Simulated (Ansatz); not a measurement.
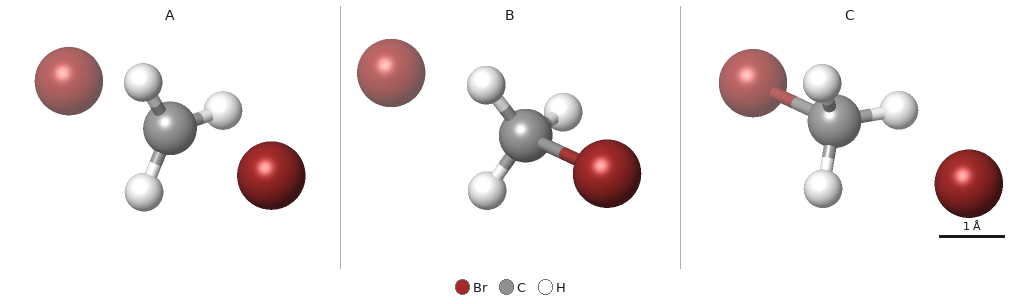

Three geometries of CH$_{3}$Br$_{2}$ (charge −1): a saddle point and the two minima that it joins, in shuffled order. Style: ball-and-stick. Shown from a free direction. Sticks join atoms that are closer than about 1.2 times the sum of their covalent radii (a little more with hydrogen).

Stationary points at PBE0-D4/def2-TZVPD, single-point energies with CCSD(T)/CBS, CAM-B3LYP-D4, SPW92 (LDA) (def2-TZVPPD where no basis is named; Ansatz 0.2.0). The energies are electronic, without zero-point or thermal terms, and both ends are the minima reached downhill from the saddle, with any fragments still in contact. CCSD(T)/CBS stands for a frozen-core estimate: MP2 correlation extrapolated from def2-TZVPPD and def2-QZVPPD, CCSD(T) minus MP2 from the smaller set.

> Which frame is the transition state, what reaction does it lead through, and what barrier is to be expected?

Frame A is the saddle point. From C over the saddle to B, a bond forms: Br–C (3.26 → 2.46 → 1.98 Å). A bond breaks: Br–C (1.98 → 2.45 → 3.26 Å). The saddle has one imaginary mode, 358i cm⁻¹. With CCSD(T)/CBS the barrier is 10.7 kcal/mol from C and 10.7 kcal/mol from B, and B lies 0.0 kcal/mol above C.

```csv
level,barrier from C (kcal/mol),barrier from B (kcal/mol),B less C (kcal/mol)
CCSD(T)/CBS,10.7,10.7,0.0
CAM-B3LYP-D4,10.4,10.4,0.0
SPW92 (LDA),4.5,4.5,0.0
```

Against CCSD(T)/CBS, CAM-B3LYP-D4 comes closest on the barrier from C (−0.3 kcal/mol) and SPW92 (LDA) misses most (−6.2 kcal/mol).

Limits of the set-up: the start holds two separate molecules, 3.1 Å apart at their closest, whose relative position is a soft coordinate.
